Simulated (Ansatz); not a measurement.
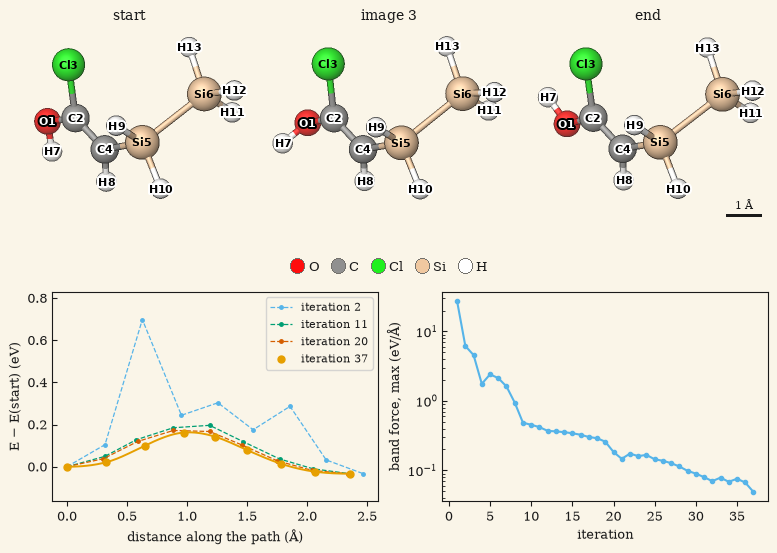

A search for the minimum-energy path of C2H7ClOSi2 by the nudged elastic band. Images are numbered from 0 (start) to 8 (end). The plot follows the band through its iterations. A ball-and-stick model, seen at a tilt.

Theory: RKS r2SCAN/6-31G* (Ansatz). Settings: 7 movable images; climbing image from the first iteration; force threshold 0.05 eV/Å; iteration limit 39; optimiser FIRE; starting path through a guess of the saddle point.

> How did the profile develop, and is the result final?

The run is converged, with reservations. The band converged in 37 iterations. The largest component of the band force went from 27 to 0.049 eV/Å. The climbing image converged on the top of the path. Its curvatures weren't checked. The first iteration put the highest image at 3.020 eV. Forward barrier 0.162 eV, backward barrier 0.195 eV, with image 3 at the top; the reaction energy is −0.033 eV.
